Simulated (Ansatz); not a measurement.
The figure comes from a scan of Ge (diamond): a phonon pattern at Γ is frozen into a 2-atom cell, Q being the largest atomic displacement. Calculation: PBE (plane waves to 420 eV, PAW, scalar-relativistic; Ansatz, a program for electronic structure). k mesh 14×14×14 (Γ-centred), Fermi-Dirac smearing 0.05 eV. With partly filled bands, energies and forces of such displacements shift with the k mesh and the smearing. Ge was relaxed with its symmetry unable to fall. The PAW data are Ansatz's earlier set. 

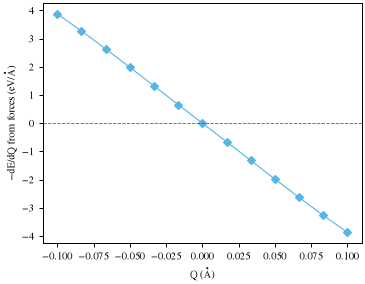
−dE/dQ from forces (eV/Å) against Q (Å); one marker a computed point.

Question: Read the plotted values off the figure, to the accuracy that the plot allows.

Answer: To the nearest 0.1:

```csv
Q (Å),−dE/dQ from forces (eV/Å)
-0.100,3.9
-0.083,3.3
-0.067,2.6
-0.050,2.0
-0.033,1.3
-0.017,0.7
0.000,0.0
0.017,-0.7
0.033,-1.3
0.050,-2.0
0.067,-2.6
0.083,-3.3
0.100,-3.9
```

(A displaced cell: forces are minus the slopes of the energy, force constants its curvatures, and phonons follow from these.)
